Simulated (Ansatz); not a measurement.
In doubt: one-shot GW on d or f shells is unsure (in some of the runs), so the values of those runs are not to be relied on.

The crystal is Rb2ScCuF6 (Fm-3m).

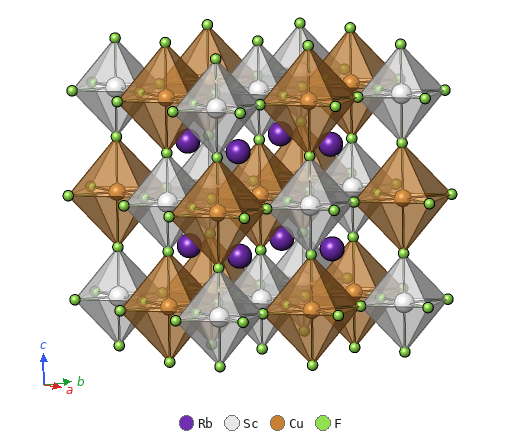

The structure (rubidium purple, scandium white, copper orange, fluorine green). Some periodic images of atoms are drawn too.

It takes space group Fm-3m (No. 225, cubic). Conventional cell: a = 8.666 Å, b = 8.666 Å, c = 8.666 Å, α = 90.00°, β = 90.00°, γ = 90.00°. Nearest to Rb lie 12 F at 3.07 Å. Nearest to Sc lie 6 F at 2.04 Å. Nearest to Cu lie 6 F at 2.29 Å. Nearest to F lie 1 Sc at 2.04 Å and 1 Cu at 2.29 Å and 4 Rb at 3.07 Å. Farther neighbours and most contacts between anions are not listed.

```xyz
10
Lattice="0.0000 4.3328 4.3328 4.3328 0.0000 4.3328 4.3328 4.3328 0.0000" Properties=species:S:1:pos:R:3 pbc="T T T"
Rb    6.4992    6.4992    6.4992
Rb    2.1664    2.1664    2.1664
Sc    0.0000    0.0000    0.0000
Cu    4.3328    4.3328    4.3328
F     2.0439    4.3328    4.3328
F     4.3328    4.3328    2.0439
F     6.6217    4.3328    4.3328
F     4.3328    2.0439    4.3328
F     4.3328    6.6217    4.3328
F     4.3328    4.3328    6.6217
```

The cell and positions are those that the Materials Project relaxed with its own functionals (PBE, PBE+U or r2SCAN), kept fixed. At the settings of the band run the largest force is still 0.08 eV/Å.

Gaps computed with Ansatz 0.2.0 without a self-energy: LDA 1.30 eV, PBEsol 1.37 eV, PBE 1.47 eV, PBE+SOC 1.44 eV, r2SCAN 1.87 eV and HSE06 3.77 eV.

Estimate the G0W0@PBE gap with 4×4×4 mesh, 892 empty bands, screening to 180 eV, PAW set soft_1 files.

About 3.73 eV: on its mesh the run moves the gap from 1.47 eV by +2.26 eV. Among the scalar-relativistic levels given, HSE06 is nearest (+0.04 eV). Spin-orbit coupling is not in that value; its −0.03 eV at the PBE level would bring it to about 3.69 eV. Bands and cutoff are finite, so the gap is not at the basis limit. The miss can reach some tenths of an eV and take either sign; the mesh is an error of its own. A d shell, filled or nearly so, lies near the gap. One-shot GW converges very slowly in bands there, not always from below, and on a semilocal start the gap tends to come out low; starts rich in exact exchange can overshoot instead. The many-body steps are scalar-relativistic: spin-orbit coupling is not in them. The program marks a band-edge row as in doubt, so the gap is less sure than its digits.

[Paths, hosts, dates, memory and timing lines, banners, echoed tables and standing remarks are left out of the program output.]

[Logs are printed without paths, hosts, clocks, repeated set-up lines and the standing remarks that a program may print on its own settings, such as how far it seeks lower states.]

[Runs of the session that timed out or met a known fault of the program may be left out.]

[Cells called generated may have been cut or substituted from an entry of the Crystallography Open Database or the Materials Project.]

[Hosts, paths, dates, database ids (printed as entryN), source tags and the programs' standing remarks are cut or masked in the printed files.]
